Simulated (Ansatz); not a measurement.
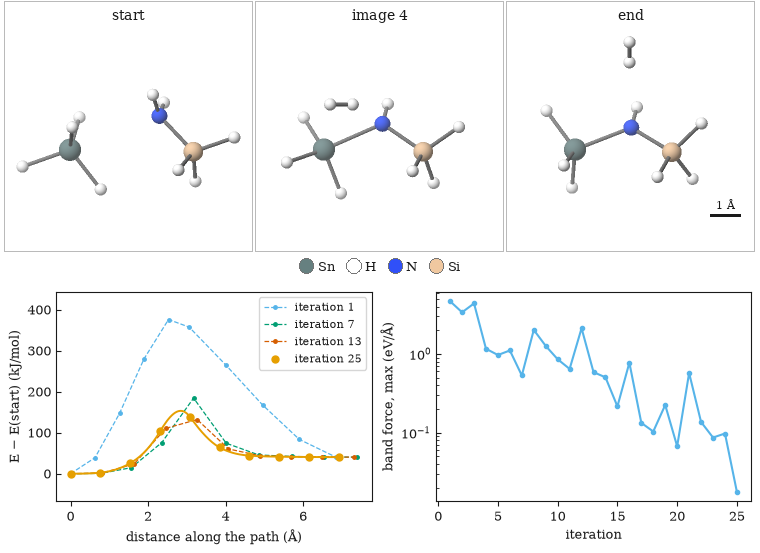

A search for the minimum-energy path of SnSiNH9, made up at the start of SnH$_{4}$ and SiNH5 by the nudged elastic band. Images are numbered from 0 (start) to 9 (end). The plot follows the band through its iterations. A ball-and-stick model, seen at a tilt.

Level of theory: RKS PBE/def2-SVP in Ansatz 0.2.0. Settings: 8 movable images; no climbing image; force threshold 0.03 eV/Å; iteration limit 60; starting path through a guess of the saddle point.

### How did the profile develop, and is the result final?

The run is converged, with reservations. The band converged in 25 iterations. The largest component of the band force went from 4.7 to 0.018 eV/Å. No image climbed, so the highest image needn't lie on the saddle point, and the true maximum along this path can be higher. The first iteration put the highest image at 376.1 kJ/mol. The highest point, image 4, lies 138.9 kJ/mol above the start and 98.5 kJ/mol above the end; the end is at +40.4 kJ/mol relative to the start.

Limits of the set-up: the start holds two separate molecules, 3.0 Å apart at their closest, whose relative position is a soft coordinate and is computed without a dispersion correction.

The run took 4.4 min on 2 threads of AMD EPYC 7R43 64-Core Processor (Zen 3), with other jobs on the host, peak memory 0.15 GiB.
